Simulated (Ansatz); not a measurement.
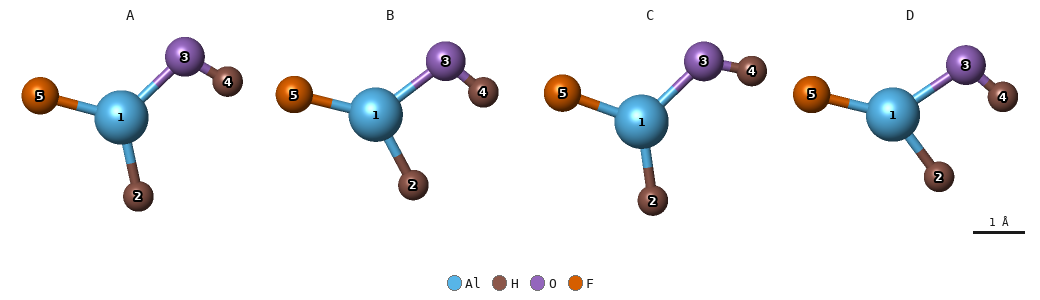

4 geometries from one relaxation of AlH$_{2}$OF, in shuffled order. A ball-and-stick model, seen at a tilt.

The run prepares an end point of a later path (reaction) calculation, from a guessed geometry.

The calculation used RKS PBE-D4/def2-SVP in Ansatz 0.2.0. (no spin polarisation; force threshold 0.03 eV/Å; at most 50 steps)

Q: Put them in the order of the run, from the start to the converged end.

A: D, B, A, C. They are steps 0, 1, 3, 8, at +0.705 eV, +0.333 eV, +0.066 eV relative to the last. The largest move after the best rigid fit is that of H2, 0.70 Å. By element the largest moves are H 0.70 Å, Al 0.22 Å, F 0.22 Å, O 0.08 Å. Near-neighbour distances that change, for instance: Al1–H2 1.547 → 1.584 Å, Al1–O3 1.737 → 1.708 Å, Al1–F5 1.664 → 1.673 Å, O3–H4 0.974 → 0.969 Å. Among the angles between lasting bonds that change: H2–Al1–O3 87.4° → 125.5°, H2–Al1–F5 140.9° → 118.8°, Al1–O3–H4 105.2° → 124.1°. The energy falls by 0.705 eV in 7 accepted moves (8 points after the start). The largest force component goes from 1.4 to 0.01 eV/Å. The line search rejected the trial step at point 4 of the run.
